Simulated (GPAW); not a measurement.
## Dielectric function and optical constants of Ta

Aim: the dielectric function of Ta, and the optical constants that follow from it.

Main program and level: GPAW 26.7.0; DFT, PBE, plane-wave PAW (GPAW data sets), scalar-relativistic, RPA, optical limit.

### 1. The structure

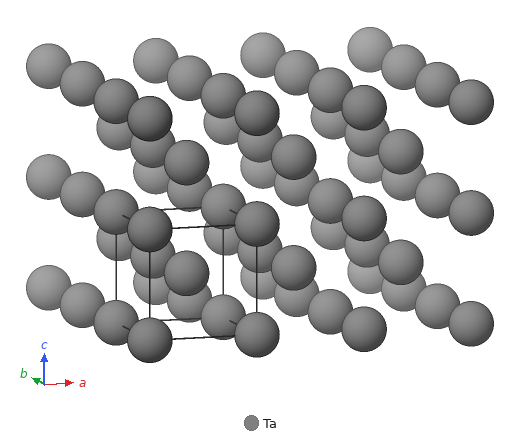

The cell as given, slightly off an axis (tantalum grey). 3×3×2 cells are drawn. This picture shows the conventional cell, with its axes. Some periodic images of atoms are drawn too.

As a file:

```cif
data_structure
_symmetry_space_group_name_H-M 'Im-3m'
_symmetry_Int_Tables_number 229
_cell_length_a 3.3026
_cell_length_b 3.3026
_cell_length_c 3.3026
_cell_angle_alpha 90.000
_cell_angle_beta 90.000
_cell_angle_gamma 90.000
_cell_volume 36.02
loop_
_atom_site_label
_atom_site_type_symbol
_atom_site_symmetry_multiplicity
_atom_site_Wyckoff_symbol
_atom_site_fract_x
_atom_site_fract_y
_atom_site_fract_z
_atom_site_occupancy
Ta1 Ta 2 a 0.00000 0.00000 0.00000 1
```

### 2. Dielectric function, RPA

Local fields let the induced charge screen the field inside the cell, which as a rule lowers ε, most along directions where the density is uneven.

df.py

```python
from gpaw.response.df import DielectricFunction

df = DielectricFunction('full.gpw', frequencies={'type': 'nonlinear', 'domega0': 0.03, 'omega2': 8},
                        ecut=50,
                        eta=0.15,
                        nbands=19,
                        rate=0.05,
                        txt='df.txt')
for direction in ['x']:
    df.get_dielectric_function(xc='RPA', direction=direction, filename=f'df_{direction}.csv')
```

The run is started by

```sh
$ OMP_NUM_THREADS=1 python df.py
```

Numbers of over 12 decimals in the logs are rounded to 6 here.

The log of the run:

```text
Using integrator: PointIntegrator
NonLinearFrequencyDescriptor(from 0.000 to 105.287 eV, 545 points)
Nonperiodic BCs:  [False False False]
Using integrator: PointIntegrator
NonLinearFrequencyDescriptor(from 0.000 to 105.287 eV, 545 points)
Nonperiodic BCs:  [False False False]
Using integrator: PointIntegrator

Calculating chi0 body with:
    Ground state adapter containing:
    Number of spins: 1
    Number of kpoints: 9261
    Number of irreducible kpoints: 286
    Number of completely occupied states: 5
    Number of partially occupied states: 8

    Linear response parametrization:
    q_c: [0.0, 0.0, 0.0]
    Number of frequency points: 545
    Planewave cutoff: 50.0
    Number of bands: 19
    Number of planewaves: 13
    Broadening (eta): 0.15

Integrating chi0 body.

Symmetries of q_c:
    Direct symmetries (Uq -> q): 48
    Indirect symmetries (TUq -> q): 0
In total 48 allowed symmetries.

286 groups of equivalent kpoints. 96.911781% reduction.

Integral kind: spectral function

Calculating chi0 optical extensions with:
    Ground state adapter containing:
    Number of spins: 1
    Number of kpoints: 9261
    Number of irreducible kpoints: 286
    Number of completely occupied states: 5
    Number of partially occupied states: 8

    Linear response parametrization:
    Number of frequency points: 545
    Planewave cutoff: 50.0
    Number of bands: 19
    Number of planewaves: 13
    Broadening (eta): 0.15
Integrating chi0 head and wings.

Symmetries of q_c:
    Direct symmetries (Uq -> q): 48
    Indirect symmetries (TUq -> q): 0
In total 48 allowed symmetries.

286 groups of equivalent kpoints. 96.911781% reduction.

Integral kind: spectral function wings

Calculating drude chi0 with:
    Number of frequency points:545
    Plasma frequency decay rate: 0.05 eV

    Ground state adapter containing:
    Number of spins: 1
    Number of kpoints: 9261
    Number of irreducible kpoints: 286
    Number of completely occupied states: 5
    Number of partially occupied states: 8

Symmetries of q_c:
    Direct symmetries (Uq -> q): 48
    Indirect symmetries (TUq -> q): 0
In total 48 allowed symmetries.

286 groups of equivalent kpoints. 96.911781% reduction.

Integral kind: intraband
Plasma frequency:
[[8.5+0.j 0. -0.j 0. +0.j]
 [0. -0.j 8.5+0.j 0. +0.j]
 [0. +0.j 0. +0.j 8.5+0.j]]
```

Wall time 9 s (1 thread of Intel Xeon Platinum 8488C (Sapphire Rapids), shared host); peak memory 0.2 GiB.

This step gave:

```
main peak of the optical conductivity above 1 eV, first axis : 5.233 eV
```

Some rows of df_x.csv (energy; Re and Im without local fields; Re and Im with them):

```text
0.000000, 28915.781058, 0.000000, 28915.755279, 0.000000
0.460735, -313.724670, 75.865310, -313.751257, 75.868566
0.943989, -63.721210, 12.502295, -63.747276, 12.508732
1.451455, -18.563463, 8.064113, -18.594423, 8.072142
1.984998, -2.750014, 8.251093, -2.784545, 8.254904
2.546682, 4.141343, 12.515219, 4.118313, 12.510649
3.138794, 1.921679, 12.621475, 1.891310, 12.623512
3.763875, 1.939754, 12.986622, 1.919652, 12.982931
4.424758, 4.265873, 11.352204, 4.265397, 11.352517
5.124608, 0.450561, 19.679089, 0.542553, 19.678482
5.866977, -8.179900, 11.057035, -8.231770, 11.179246
6.655862, -5.663937, 4.974986, -5.740677, 5.032435
7.495775, -2.805777, 3.572530, -2.861656, 3.617683
8.391833, -0.990823, 3.678747, -1.035577, 3.733467
9.349861, -1.948428, 4.336205, -2.021402, 4.440377
10.376517, -2.077189, 3.108449, -2.193243, 3.197811
11.479449, -1.645159, 2.359846, -1.796175, 2.441444
12.667487, -1.278726, 1.825883, -1.474153, 1.874968
13.950874, -0.655323, 1.680323, -0.889288, 1.631567
```

The Im ε, E ∥ x has structure finer than the step of the table below, so its rows give means over 1 eV, whole bins alone (the curve runs from 0.305 to 14.0 eV). Peaks (eV: height): 2.9: 13.5, 5.2: 19.8.

Table of Im ε, E ∥ x by photon energy; means over each step:

```csv
photon energy (eV),"Im ε, E ∥ x"
1,16.8
2,8.62
3,12.9
4,11.6
5,16.7
6,10.0
7,4.23
8,3.49
9,4.22
10,3.36
11,2.61
12,2.20
13,1.77
```

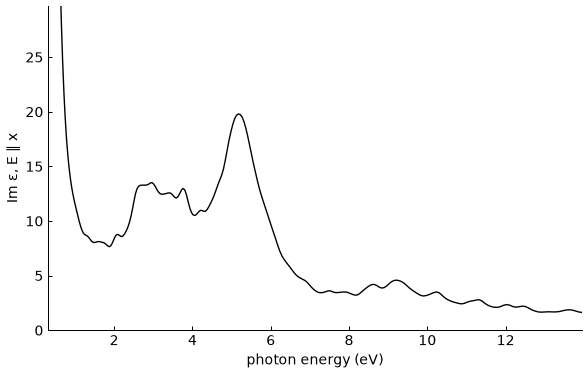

Im ε, E ∥ x, plotted against photon energy. Below 1 eV the curve runs off the scale.

Re ε, E ∥ x against photon energy:

| photon energy (eV) | Re ε, E ∥ x |
| --- | --- |
| 1 | -55.3 |
| 2 | -2.56 |
| 3 | 2.08 |
| 4 | 1.66 |
| 5 | 3.24 |
| 6 | -8.28 |
| 7 | -4.73 |
| 8 | -2.07 |
| 9 | -1.08 |
| 10 | -1.69 |
| 11 | -1.37 |
| 12 | -1.26 |
| 13 | -1.08 |

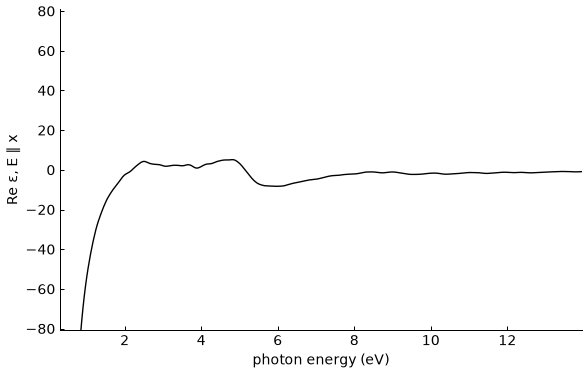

Re ε, E ∥ x, plotted against photon energy. Below 1 eV the curve runs off the scale.

Values under 1 per cm are given as 1. The absorption coefficient, E ∥ x by photon energy:

```csv
photon energy (eV),"absorption coefficient, E ∥ x (1/cm)"
1.01,7.6e5
1.99,4.8e5
3.02,7.3e5
3.98,8.7e5
4.98,1.4e6
6.02,2.0e6
6.99,1.7e6
8.03,1.4e6
9.02,1.5e6
10.03,1.7e6
11.03,1.6e6
12.02,1.7e6
13.00,1.6e6
```

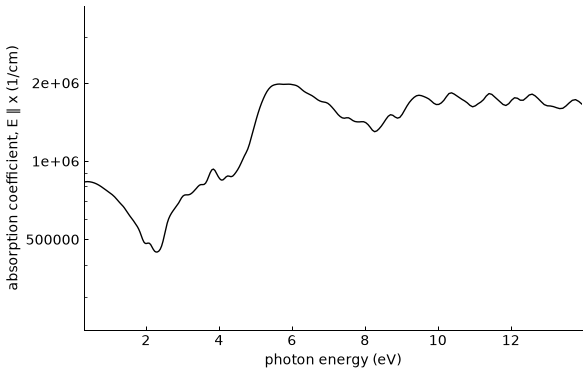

Absorption coefficient, E ∥ x, plotted against photon energy.

The loss function −Im 1/ε at q → 0, E ∥ x has structure finer than the step of the table below, so its rows give means over 1 eV, whole bins alone (the curve runs from 0.305 to 14.0 eV). Peaks (eV: height): 2.2: 0.116, 8.3: 0.263.

Loss function −Im 1/ε at q → 0, E ∥ x against energy loss; means over each step:

```csv
energy loss (eV),"loss function −Im 1/ε at q → 0, E ∥ x"
1,0.00617
2,0.0831
3,0.0744
4,0.0822
5,0.0564
6,0.0615
7,0.115
8,0.219
9,0.211
10,0.220
11,0.274
12,0.325
13,0.404
```

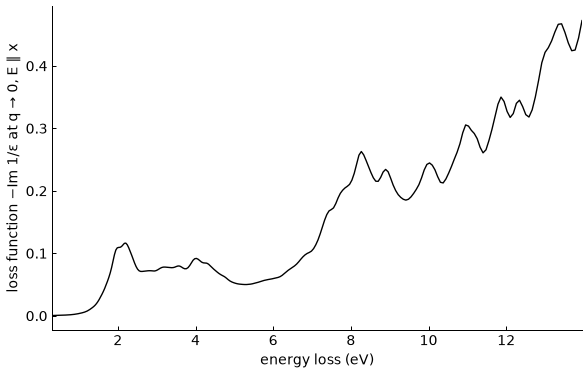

Loss function −Im 1/ε at q → 0, E ∥ x against energy loss.

The reflectivity at normal incidence, E ∥ x has structure finer than the step of the table below, so its rows give means over 1 eV, whole bins alone (the curve runs from 0.305 to 14.0 eV). Peaks (eV: height): 3.0: 44.5, 6.2: 65.7, 9.6: 45.1, 10.4: 45.9, 11.5: 43.9, 12.7: 43.0.

Table of reflectivity at normal incidence, E ∥ x by photon energy; means over each step:

```csv
photon energy (eV),"reflectivity at normal incidence, E ∥ x (%)"
1,93.2
2,52.9
3,43.3
4,41.2
5,49.8
6,63.7
7,59.2
8,42.1
9,38.3
10,43.1
11,41.3
12,39.6
13,38.1
```

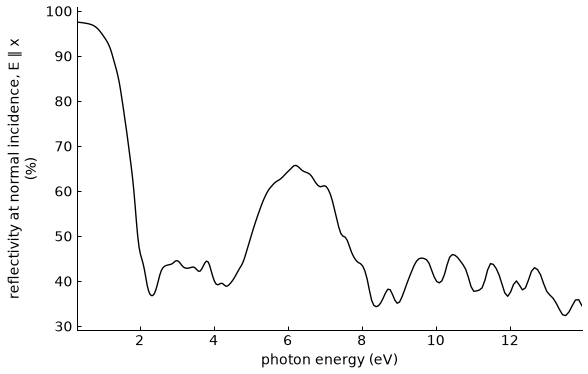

Reflectivity at normal incidence, E ∥ x, plotted against photon energy.

At chosen wavelengths:

```
wavelength (nm)     n      k  R (%)     1/α
           1064  0.76  6.128   92.5   14 nm
            633  1.64  2.450   49.5   21 nm
            450  2.87  2.317   43.6   15 nm
            365  2.74  2.293   43.1   13 nm
            308  2.51  2.096   39.9   12 nm
            248  3.31  2.778   49.6  7.1 nm
            193  1.09  2.804   64.4  5.5 nm
```

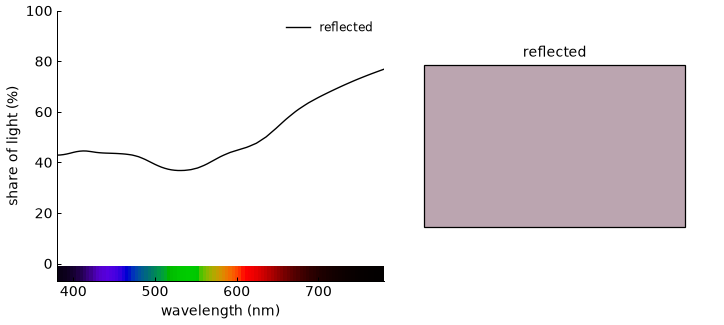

Light reflected across the visible range, with the colour that it makes of daylight (sRGB).

In reflection the computed colour is faintly pink-red: x = 0.324, y = 0.314, luminous reflectivity 41 %.

### 3. Outcome

- main peak of the optical conductivity above 1 eV, first axis: 5.23 eV

**Reading.** At this level (PBE, RPA) Ta is a metal; it reflects 38 % at 550 nm. In reflection the computed colour is faintly pink-red: x = 0.324, y = 0.314, luminous reflectivity 41 %. The carriers' damping of 0.05 eV is typed, not computed; it shapes the response at the lowest energies. Spin-orbit coupling is left out although heavy atoms are present. The sum runs over mesh points, so small or evenly spaced maxima can still be ripples of the mesh. In this version of GPAW the matrix elements of the optical limit are incomplete, which can lower ε − 1 by up to a tenth where first-row anions or d states rule, and shift it by more in d metals. GPAW's carrier term has the form −ωp²/(ω + i·rate)², which damps like twice the rate and fails at low energy, so the curves leave the lowest energies out.

[Machine, clock and banner lines and Python warnings are left out of the logs.]

[Logs are printed without paths, hosts, clocks, repeated set-up lines and the standing remarks that a program may print on its own settings, such as how far it seeks lower states.]

[Hosts, paths, dates, database ids (printed as entryN), source tags and the programs' standing remarks are cut or masked in the printed files.]
